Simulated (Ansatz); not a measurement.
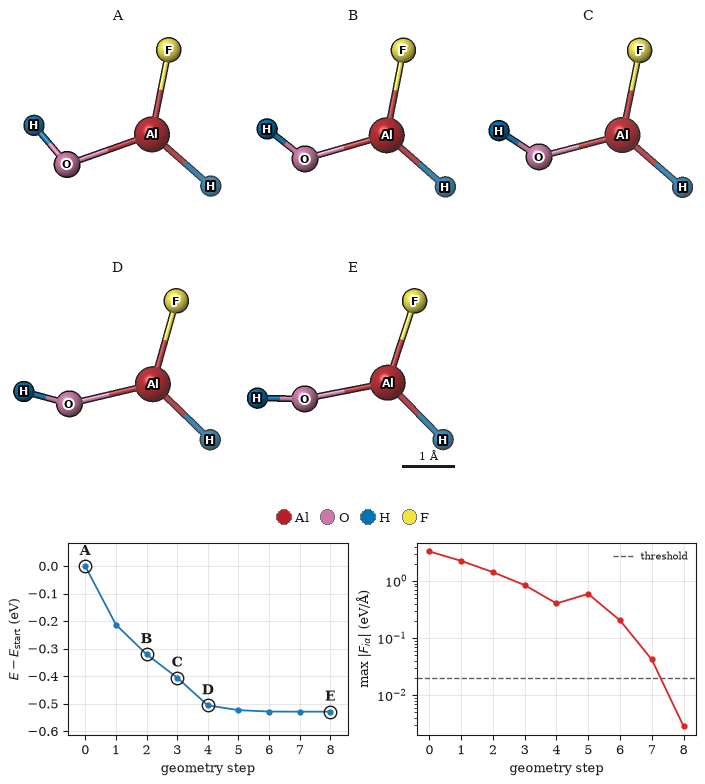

Frames of a relaxation of AlH2OF, marked on the history of the run. A ball-and-stick model, seen face on.

The run prepares the start of a later molecular dynamics calculation, from a guessed geometry.

All numbers below come from RHF/6-31G in Ansatz 0.2.0. Settings: no spin polarisation; force threshold 0.02 eV/Å; at most 40 steps.

Question: Describe the path.

Answer: An H atom moves most after the best rigid fit: 0.48 Å. Largest moves by element: H 0.48 Å, O 0.37 Å, F 0.21 Å, Al 0.08 Å. Near-neighbour distances that change, for instance: Al–O 1.780 → 1.662 Å, H–O 1.010 → 0.933 Å, Al–H 1.560 → 1.571 Å. Bond angles that change, for instance: Al–O–H 109.5° → 168.1°, O–Al–H 120.0° → 123.5°, H–Al–F 120.0° → 117.7°. After 8 geometry steps the energy has fallen by 0.529 eV. Largest force component: 3.3 eV/Å at the start, 0.0029 eV/Å at the end. From step 0 to 2: the O atom moves most (0.18 Å), energy −0.320 eV. From step 2 to 3: Al and H atoms move most (0.08 Å), energy −0.085 eV. From step 3 to 4: an H atom moves most (0.20 Å), energy −0.101 eV. From step 4 to 8: an H atom moves most (0.13 Å), energy −0.023 eV.

Limits of the set-up: the basis has no polarisation functions, which atoms past neon need; Hartree-Fock leaves out electron correlation.
